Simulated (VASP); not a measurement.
Band structure of NiAl (CsCl type). Computed with rev-vdW-DF2, VASP's PBE PAW potentials (set 64) (plane waves; VASP).

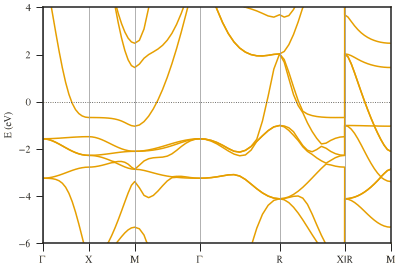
Figure: Bands along high-symmetry lines, zero at the valence-band maximum or, without a gap, the Fermi level

Task: Read the plot: is there a gap, and where are the band edges?

Result: It has no gap at this level: it comes out as a metal or semimetal. (Edges off the drawn lines would not show.)

The compound is NiAl in the CsCl type structure. It was relaxed first. The run is not spin-polarised, so no magnetic state was tried. The electron count is odd and the run is not spin-polarised, which forces a metal.
